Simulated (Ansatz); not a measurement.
**AlFH6OSi: two geometries relaxed, part 1 of 2**

Are the two ends of the reaction (ligand exchange) separate minima, and which lies lower? Each is relaxed from a guess. Meant to form: Al1–O5, H10–F2; to break: Al1–F2, H10–O5. The start is a guess near the saddle point, from which both ends are pulled out.

Method: RKS B3LYP-D4/6-31G*, in Ansatz 0.2.0.

### Step 1. The structure to begin with

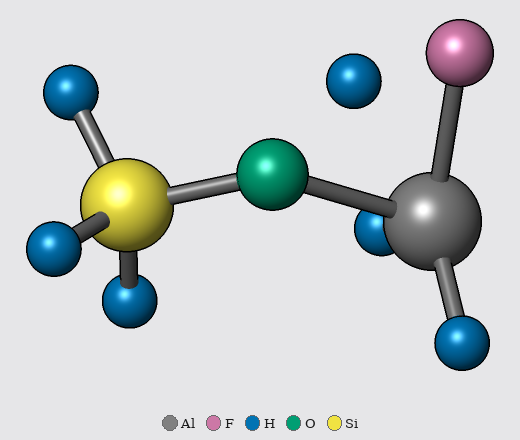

The starting structure, seen from a chosen angle (aluminium grey, fluorine pink, hydrogen blue, oxygen teal, silicon yellow).

Structure file:

```xyz
10

Al    0.0000    0.0000    0.0000
F     0.0000    0.0000    2.0400
H     1.3510    0.0000   -0.7800
H    -1.3510    0.0000   -0.7800
O     0.0869   -1.9720    0.6559
Si   -0.6831   -3.2686   -0.0846
H     0.2217   -4.4137   -0.1261
H    -1.8799   -3.6221    0.6732
H    -1.0612   -2.8984   -1.4453
H     0.0526   -1.1932    1.7520
```

### Step 2. Pulling towards end A

Springs on the bonds that form and break draw the guess towards this end; the thresholds are loose.

Contents of input.yaml:

```yaml
crystal:
  periodic: [false, false, false]
  atoms:
    - { symbol: Al, position_ang: [0.0, 0.0, 0.0] }
    - { symbol: F, position_ang: [0.0, 0.0, 2.04] }
    - { symbol: H, position_ang: [1.351, 0.0, -0.78] }
    - { symbol: H, position_ang: [-1.351, 0.0, -0.78] }
    - { symbol: O, position_ang: [0.0869, -1.972, 0.6559] }
    - { symbol: Si, position_ang: [-0.6831, -3.2686, -0.0846] }
    - { symbol: H, position_ang: [0.2217, -4.4137, -0.1261] }
    - { symbol: H, position_ang: [-1.8799, -3.6221, 0.6732] }
    - { symbol: H, position_ang: [-1.0612, -2.8984, -1.4453] }
    - { symbol: H, position_ang: [0.0526, -1.1932, 1.752] }
basis:
  gaussian: { orbitals: "6-31G*" }
hamiltonian:
  xc: b3lyp
  dispersion: d4
relax:
  f_tol: 0.15
  max_steps: 25
  restrain:
    - { distance: [0, 4], at: 2.98, k: 30.0 }
    - { distance: [9, 1], at: 2.12, k: 30.0 }
    - { distance: [0, 1], at: 1.69, k: 30.0 }
    - { distance: [9, 4], at: 1.01, k: 30.0 }
```

The run is started by

```
> ansatz run input.yaml --threads 1 --pin off --max-ram 2048MiB --backend cpu --events-out ev --progress --plain --runs-dir out
```

The program printed, shortened:

```text
Warning: RAYON_NUM_THREADS=1 ignored (pool sized by the plan → 1); use --threads N
[...]
Functional definition: B3LYP
[...]
822 factors; integrals over basis functions are off by at most 7.5e-4 eV
[...]
mean field -19337.84893256 eV, -710.6528406070 hartree, gradient 2.6e-5 eV, S^2 0.000000; 0 other end points of the search recorded, 0 dependent functions left out
[...]
reference -19337.84922050 eV, -710.6528511883 hartree; 25, 25 occupied and 55, 55 virtual orbitals, 822 factors
relax step   1: F+E_penalty+E_count = -19338.13785312 eV  Δ(F+E_penalty+E_count) = +0.000e0 eV  max|allowed force component| = 2.753e0 eV/Å  E_restraint = 27.58953508 eV  max|allowed force component, restraints' pulls added| = 3.206e1 eV/Å  Δτ_max = 0.0000 Å  (23 SCF iters, accepted)
[...]
relax step   7: F+E_penalty+E_count = -19338.98851982 eV  Δ(F+E_penalty+E_count) = -1.092e-1 eV  max|allowed force component| = 9.565e-1 eV/Å  E_restraint = 0.01436613 eV  max|allowed force component, restraints' pulls added| = 3.545e-1 eV/Å  Δτ_max = 0.1999 Å  (26 SCF iters, accepted)
[...]
relax step   8: F+E_penalty+E_count = -19339.02449490 eV  Δ(F+E_penalty+E_count) = -3.598e-2 eV  max|allowed force component| = 8.833e-1 eV/Å  E_restraint = 0.01451446 eV  max|allowed force component, restraints' pulls added| = 2.080e-1 eV/Å  Δτ_max = 0.1994 Å  (26 SCF iters, accepted)
  distance Al 0 - O 4 = 2.9625 Å
  distance H 9 - F 1 = 2.1185 Å
  distance Al 0 - F 1 = 1.6842 Å
  distance H 9 - O 4 = 0.9850 Å
[...]
822 factors; integrals over basis functions are off by at most 6.1e-4 eV
```

### Step 3. More of the same log: pulled along the bonds that form and break, towards end A

Output, continued:

```text
mean field evaluation 64: about -19338.7773 eV, gradient 1.1e-1 eV
mean field -19338.77735397 eV, -710.6869594644 hartree, gradient 1.9e-5 eV, S^2 0.000000; 0 other end points of the search recorded, 0 dependent functions left out
the calculation of the forces begins
reference -19338.77765449 eV, -710.6869705082 hartree; 25, 25 occupied and 55, 55 virtual orbitals, 822 factors
relax step   9: F+E_penalty+E_count = -19339.03775739 eV  Δ(F+E_penalty+E_count) = -1.326e-2 eV  max|allowed force component| = 8.156e-1 eV/Å  E_restraint = 0.01209629 eV  max|allowed force component, restraints' pulls added| = 3.911e-1 eV/Å  Δτ_max = 0.1950 Å  (26 SCF iters, accepted)
  distance Al 0 - O 4 = 2.9621 Å
  distance H 9 - F 1 = 2.1210 Å
  distance Al 0 - F 1 = 1.6905 Å
  distance H 9 - O 4 = 0.9880 Å
these checks for a lower state are left out or cut short: starts, cluster_reference, orbital_swaps, neighbouring_geometries, increment
822 factors; integrals over basis functions are off by at most 6.2e-4 eV
mean field -19338.78942261 eV, -710.6874029787 hartree, gradient 6.7e-5 eV, S^2 0.000000; 0 other end points of the search recorded, 0 dependent functions left out
the calculation of the forces begins
reference -19338.78972414 eV, -710.6874140597 hartree; 25, 25 occupied and 55, 55 virtual orbitals, 822 factors
relax step  10: F+E_penalty+E_count = -19339.04711521 eV  Δ(F+E_penalty+E_count) = -9.358e-3 eV  max|allowed force component| = 7.348e-1 eV/Å  E_restraint = 0.01154721 eV  max|allowed force component, restraints' pulls added| = 4.101e-1 eV/Å  Δτ_max = 0.1137 Å  (24 SCF iters, accepted)
  distance Al 0 - O 4 = 2.9653 Å
  distance H 9 - F 1 = 2.1196 Å
  distance Al 0 - F 1 = 1.6910 Å
  distance H 9 - O 4 = 0.9865 Å
these checks for a lower state are left out or cut short: starts, cluster_reference, orbital_swaps, neighbouring_geometries, increment
822 factors; integrals over basis functions are off by at most 6.1e-4 eV
mean field -19338.80329463 eV, -710.6879127661 hartree, gradient 7.0e-5 eV, S^2 0.000000; 0 other end points of the search recorded, 0 dependent functions left out
the calculation of the forces begins
reference -19338.80359845 eV, -710.6879239310 hartree; 25, 25 occupied and 55, 55 virtual orbitals, 822 factors
relax step  11: F+E_penalty+E_count = -19339.05714844 eV  Δ(F+E_penalty+E_count) = -1.003e-2 eV  max|allowed force component| = 6.877e-1 eV/Å  E_restraint = 0.01066841 eV  max|allowed force component, restraints' pulls added| = 2.880e-1 eV/Å  Δτ_max = 0.1161 Å  (23 SCF iters, accepted)
  distance Al 0 - O 4 = 2.9687 Å
  distance H 9 - F 1 = 2.1169 Å
  distance Al 0 - F 1 = 1.6889 Å
  distance H 9 - O 4 = 0.9861 Å
these checks for a lower state are left out or cut short: starts, cluster_reference, orbital_swaps, neighbouring_geometries, increment
822 factors; integrals over basis functions are off by at most 6.1e-4 eV
mean field -19338.80983038 eV, -710.6881529505 hartree, gradient 7.4e-5 eV, S^2 0.000000; 0 other end points of the search recorded, 0 dependent functions left out
the calculation of the forces begins
reference -19338.81013624 eV, -710.6881641905 hartree; 25, 25 occupied and 55, 55 virtual orbitals, 822 factors
relax step  12: F+E_penalty+E_count = -19339.06147950 eV  Δ(F+E_penalty+E_count) = -4.331e-3 eV  max|allowed force component| = 6.842e-1 eV/Å  E_restraint = 0.00940921 eV  max|allowed force component, restraints' pulls added| = 1.634e-1 eV/Å  Δτ_max = 0.1127 Å  (23 SCF iters, accepted)
  distance Al 0 - O 4 = 2.9684 Å
  distance H 9 - F 1 = 2.1165 Å
  distance Al 0 - F 1 = 1.6862 Å
  distance H 9 - O 4 = 0.9884 Å
these checks for a lower state are left out or cut short: starts, cluster_reference, orbital_swaps, neighbouring_geometries, increment
822 factors; integrals over basis functions are off by at most 6.1e-4 eV
mean field -19338.80841477 eV, -710.6881009278 hartree, gradient 6.3e-5 eV, S^2 0.000000; 0 other end points of the search recorded, 0 dependent functions left out
the calculation of the forces begins
reference -19338.80872146 eV, -710.6881121983 hartree; 25, 25 occupied and 55, 55 virtual orbitals, 822 factors
relax step  13: F+E_penalty+E_count = -19339.05963773 eV  Δ(F+E_penalty+E_count) = +1.842e-3 eV  max|allowed force component| = 8.482e-1 eV/Å  E_restraint = 0.01250184 eV  max|allowed force component, restraints' pulls added| = 3.009e-1 eV/Å  Δτ_max = 0.0742 Å  (24 SCF iters, rejected (line search))
  distance Al 0 - O 4 = 2.9656 Å
  distance H 9 - F 1 = 2.1174 Å
  distance Al 0 - F 1 = 1.6843 Å
  distance H 9 - O 4 = 0.9858 Å
these checks for a lower state are left out or cut short: starts, cluster_reference, orbital_swaps, neighbouring_geometries, increment
822 factors; integrals over basis functions are off by at most 6.0e-4 eV
mean field -19338.81576199 eV, -710.6883709329 hartree, gradient 7.0e-5 eV, S^2 0.000000; 0 other end points of the search recorded, 0 dependent functions left out
the calculation of the forces begins
reference -19338.81606846 eV, -710.6883821956 hartree; 25, 25 occupied and 55, 55 virtual orbitals, 822 factors
relax step  14: F+E_penalty+E_count = -19339.06680697 eV  Δ(F+E_penalty+E_count) = -5.327e-3 eV  max|allowed force component| = 7.901e-1 eV/Å  E_restraint = 0.01162558 eV  max|allowed force component, restraints' pulls added| = 8.908e-2 eV/Å  Δτ_max = 0.0365 Å  (25 SCF iters, accepted)
  distance Al 0 - O 4 = 2.9642 Å
  distance H 9 - F 1 = 2.1180 Å
  distance Al 0 - F 1 = 1.6839 Å
  distance H 9 - O 4 = 0.9880 Å
822 factors; integrals over basis functions are off by at most 6.0e-4 eV
mean field evaluation 96: about -19333.3241 eV, gradient 5.8e1 eV
mean field -19338.81576199 eV, -710.6883709329 hartree, gradient 7.0e-5 eV, S^2 0.000000; 1 other end points of the search recorded, 0 dependent functions left out
the calculation of the forces begins
reference -19338.81606846 eV, -710.6883821956 hartree; 25, 25 occupied and 55, 55 virtual orbitals, 822 factors
Total energy: -19339.06711344 eV, -710.6976079286 hartree
Atom 0 at     0.137896     0.510109    -0.063187 Å, force    -0.049901    -0.401644     0.282398 eV/Å
Atom 1 at    -0.265863     0.241538     1.549388 Å, force     0.056350    -0.059460    -0.186722 eV/Å
Atom 2 at     1.605062     1.011206    -0.360197 Å, force     0.018401    -0.022706     0.004397 eV/Å
Atom 3 at    -1.052455     0.432093    -1.100316 Å, force     0.007398    -0.015455    -0.003138 eV/Å
Atom 4 at     0.280292    -2.366570     0.637653 Å, force    -0.286133     0.790123     0.498288 eV/Å
Atom 5 at    -0.757655    -3.564974     0.081385 Å, force     0.015546     0.060758    -0.017660 eV/Å
Atom 6 at     0.039084    -4.784875    -0.199110 Å, force    -0.002933     0.010636     0.010095 eV/Å
Atom 7 at    -1.798134    -3.858498     1.104611 Å, force     0.012176    -0.012330     0.005858 eV/Å
Atom 8 at    -1.426884    -3.128837    -1.173877 Å, force     0.003761    -0.015154     0.021551 eV/Å
Atom 9 at    -0.024343    -1.859192     1.428750 Å, force     0.225335    -0.334767    -0.615068 eV/Å
Dipole moment:    -0.142843    -0.072540    -0.057095 e Å
```

It took 68 s on 1 thread of Arm Neoverse V1, shared host; peak memory 0.16 GiB.

The steps of the relaxation:

| step | energy from step 1 (eV) | largest force component (eV/Å) |
| --- | --- | --- |
| 1 | 0.0000 | 2.7532 |
| 2 | 0.0568 | 3.7214 |
| 3 | -0.3034 | 2.2931 |
| 4 | -0.4246 | 1.7026 |
| 5 | -0.6435 | 2.0072 |
| 6 | -0.7415 | 1.7831 |
| 7 | -0.8507 | 0.9565 |
| 8 | -0.8866 | 0.8833 |
| 9 | -0.8999 | 0.8156 |
| 10 | -0.9093 | 0.7348 |
| 11 | -0.9193 | 0.6877 |
| 12 | -0.9236 | 0.6842 |
| 13x | -0.9218 | 0.8482 |
| 14 | -0.9290 | 0.7901 |

Step 1 is the start. 1 step was tried and not accepted (13; marked x where the table lists them). Energies and forces in the table leave out the springs, which the log lists apart; the run stops on the force with the springs' pull added.

After: Bond lengths: Al1–F2 1.684 Å, Al1–H3 1.579 Å, Al1–H4 1.581 Å, O5–Si6 1.680 Å, Si6–H7 1.484 Å, Si6–H8 1.489 Å, Si6–H9 1.488 Å, O5–H10 0.988 Å. Angles: F2–Al1–H3 117.0°, F2–Al1–H4 116.1°, H3–Al1–H4 126.3°, O5–Si6–H7 108.5°, O5–Si6–H8 110.2°, O5–Si6–H9 110.4°, H7–Si6–H8 110.1°, H7–Si6–H9 108.8°, H8–Si6–H9 108.9°, Si6–O5–H10 116.2°.

Pairs that crossed the distance rule for bonds on the way: came closer O5–H10; moved apart Al1–O5.

### Step 4. Relaxing end A

It starts where the restrained run ended.

Contents of input.yaml:

```yaml
crystal:
  periodic: [false, false, false]
  atoms:
    - { symbol: Al, position_ang: [0.137896, 0.510109, -0.063187] }
    - { symbol: F, position_ang: [-0.265863, 0.241538, 1.549388] }
    - { symbol: H, position_ang: [1.605062, 1.011206, -0.360197] }
    - { symbol: H, position_ang: [-1.052455, 0.432093, -1.100316] }
    - { symbol: O, position_ang: [0.280292, -2.36657, 0.637653] }
    - { symbol: Si, position_ang: [-0.757655, -3.564974, 0.081385] }
    - { symbol: H, position_ang: [0.039084, -4.784875, -0.19911] }
    - { symbol: H, position_ang: [-1.798134, -3.858498, 1.104611] }
    - { symbol: H, position_ang: [-1.426884, -3.128837, -1.173877] }
    - { symbol: H, position_ang: [-0.024343, -1.859192, 1.42875] }
basis:
  gaussian: { orbitals: "6-31G*" }
hamiltonian:
  xc: b3lyp
  dispersion: d4
relax:
  f_tol: 0.03
  max_steps: 50
```

The run is started by

```
> ansatz run input.yaml --threads 1 --pin off --max-ram 2048MiB --backend cpu --events-out ev --progress --plain --runs-dir out
```

The program printed, shortened:

```text
Warning: RAYON_NUM_THREADS=1 ignored (pool sized by the plan → 1); use --threads N
[...]
Functional definition: B3LYP
[...]
821 factors; integrals over basis functions are off by at most 6.1e-4 eV
[...]
mean field -19338.81574278 eV, -710.6883702272 hartree, gradient 1.3e-5 eV, S^2 0.000000; 0 other end points of the search recorded, 0 dependent functions left out
[...]
reference -19338.81604983 eV, -710.6883815108 hartree; 25, 25 occupied and 55, 55 virtual orbitals, 821 factors
relax step   1: F+E_penalty+E_count = -19339.06678775 eV  Δ(F+E_penalty+E_count) = +0.000e0 eV  max|allowed force component| = 7.902e-1 eV/Å  Δτ_max = 0.0000 Å  (23 SCF iters, accepted)
[...]
relax step   4: F+E_penalty+E_count = -19339.59707069 eV  Δ(F+E_penalty+E_count) = -1.476e-1 eV  max|allowed force component| = 7.584e-1 eV/Å  Δτ_max = 0.1946 Å  (28 SCF iters, accepted)
[...]
relax step   7: F+E_penalty+E_count = -19339.64398586 eV  Δ(F+E_penalty+E_count) = -1.113e-2 eV  max|allowed force component| = 2.431e-1 eV/Å  Δτ_max = 0.1133 Å  (23 SCF iters, accepted)
[...]
relax step  10: F+E_penalty+E_count = -19339.65982623 eV  Δ(F+E_penalty+E_count) = -5.601e-3 eV  max|allowed force component| = 4.632e-1 eV/Å  Δτ_max = 0.2000 Å  (26 SCF iters, accepted)
[...]
relax step  13: F+E_penalty+E_count = -19339.67826882 eV  Δ(F+E_penalty+E_count) = -2.895e-3 eV  max|allowed force component| = 2.277e-1 eV/Å  Δτ_max = 0.0194 Å  (24 SCF iters, accepted)
[...]
relax step  14: F+E_penalty+E_count = -19339.67989724 eV  Δ(F+E_penalty+E_count) = -1.628e-3 eV  max|allowed force component| = 1.354e-1 eV/Å  Δτ_max = 0.0381 Å  (24 SCF iters, accepted)
[...]
relax step  15: F+E_penalty+E_count = -19339.68170878 eV  Δ(F+E_penalty+E_count) = -1.812e-3 eV  max|allowed force component| = 4.165e-2 eV/Å  Δτ_max = 0.0419 Å  (24 SCF iters, accepted)
[...]
821 factors; integrals over basis functions are off by at most 7.3e-4 eV
[...]
```

### Step 5. More of the same log: end point A relaxed

Output, continued, shortened:

```text
mean field -19339.39830497 eV, -710.7097789928 hartree, gradient 5.5e-5 eV, S^2 0.000000; 0 other end points of the search recorded, 0 dependent functions left out
[...]
reference -19339.39859912 eV, -710.7097898025 hartree; 25, 25 occupied and 55, 55 virtual orbitals, 821 factors
relax step  16: F+E_penalty+E_count = -19339.68251748 eV  Δ(F+E_penalty+E_count) = -8.087e-4 eV  max|allowed force component| = 1.099e-1 eV/Å  Δτ_max = 0.0782 Å  (24 SCF iters, accepted)
[...]
relax step  18: F+E_penalty+E_count = -19339.68430054 eV  Δ(F+E_penalty+E_count) = -6.255e-4 eV  max|allowed force component| = 6.202e-2 eV/Å  Δτ_max = 0.0295 Å  (24 SCF iters, accepted)
[...]
relax step  20: F+E_penalty+E_count = -19339.68596390 eV  Δ(F+E_penalty+E_count) = -7.277e-4 eV  max|allowed force component| = 6.656e-2 eV/Å  Δτ_max = 0.0628 Å  (24 SCF iters, accepted)
[...]
Atom 0 at    -0.064799    -0.007827     0.091627 Å, force    -0.007124     0.000705     0.006640 eV/Å
Atom 1 at     0.092923     0.335935     1.739271 Å, force     0.002914     0.005887     0.000127 eV/Å
Atom 2 at     1.174756     0.386607    -0.821422 Å, force    -0.000052    -0.003100     0.002267 eV/Å
Atom 3 at    -1.552868    -0.027249    -0.486830 Å, force     0.002939    -0.001056    -0.002861 eV/Å
Atom 4 at     0.177360    -1.947118     0.554231 Å, force    -0.001145    -0.006658    -0.006952 eV/Å
Atom 5 at    -0.691644    -3.298530    -0.049464 Å, force     0.005667     0.002641     0.013863 eV/Å
Atom 6 at     0.020120    -4.516547     0.402340 Å, force     0.000400    -0.001418    -0.003433 eV/Å
Atom 7 at    -2.077062    -3.286341     0.470795 Å, force     0.000577     0.001221    -0.005727 eV/Å
Atom 8 at    -0.641907    -3.138747    -1.514481 Å, force    -0.003111     0.000994     0.000928 eV/Å
Atom 9 at     0.300121    -1.868182     1.519034 Å, force    -0.001065     0.000783    -0.004852 eV/Å
Dipole moment:    -0.113620    -0.981069     0.045654 e Å
```

Wall time 2 min (1 thread of Arm Neoverse V1, shared host); peak memory 0.16 GiB.

Step by step:

| step | energy from step 1 (eV) | largest force component (eV/Å) |
| --- | --- | --- |
| 1 | 0.0000 | 0.7902 |
| 2 | -0.1866 | 0.7186 |
| 3 | -0.3826 | 0.8287 |
| 4 | -0.5303 | 0.7584 |
| 5 | -0.5559 | 0.2549 |
| 6 | -0.5661 | 0.1112 |
| 7 | -0.5772 | 0.2431 |
| 8 | -0.5828 | 0.3342 |
| 9 | -0.5874 | 0.4130 |
| 10 | -0.5930 | 0.4632 |
| 11 | -0.6085 | 0.1729 |
| 12 | -0.6086 | 0.1901 |
| 13 | -0.6115 | 0.2277 |
| 14 | -0.6131 | 0.1354 |
| 15 | -0.6149 | 0.0416 |
| 16 | -0.6157 | 0.1099 |
| 17 | -0.6169 | 0.0824 |
| 18 | -0.6175 | 0.0620 |
| 19 | -0.6184 | 0.0652 |
| 20 | -0.6192 | 0.0666 |
| 21 | -0.6198 | 0.0434 |
| 22 | -0.6204 | 0.0443 |
| 23x | -0.6199 | 0.0945 |
| 24 | -0.6206 | 0.0400 |
| 25 | -0.6209 | 0.0139 |

Step 1 is the start. 1 step was tried and not accepted (23; marked x where the table lists them).

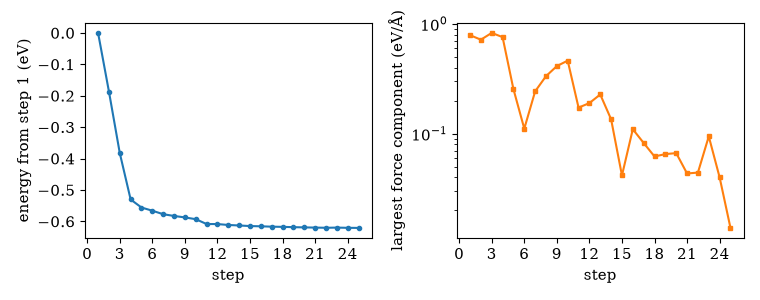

How energy and force went from step to step.

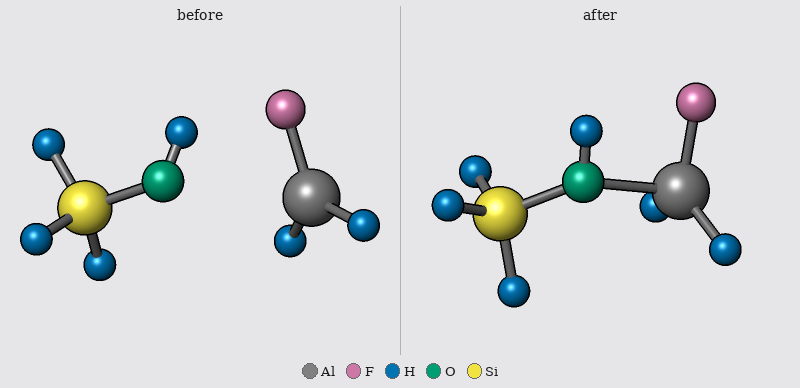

Before and after, at one scale.

After: Bond lengths: Al1–F2 1.690 Å, Al1–H3 1.589 Å, Al1–H4 1.597 Å, Al1–O5 2.008 Å, O5–Si6 1.716 Å, Si6–H7 1.481 Å, Si6–H8 1.480 Å, Si6–H9 1.475 Å, O5–H10 0.976 Å. Angles (14 of 15 angles, heavy atoms first): F2–Al1–O5 87.7°, Al1–O5–Si6 128.2°, F2–Al1–H3 115.9°, F2–Al1–H4 116.3°, H3–Al1–O5 106.1°, H4–Al1–O5 100.6°, Al1–O5–H10 99.5°, Si6–O5–H10 118.4°, O5–Si6–H7 107.3°, O5–Si6–H8 110.1°, O5–Si6–H9 104.3°, H3–Al1–H4 121.5°, H7–Si6–H8 110.4°, H7–Si6–H9 112.1°.

Pairs that crossed the distance rule for bonds on the way: came closer Al1–O5.

(Continued in part 2 of 2.)
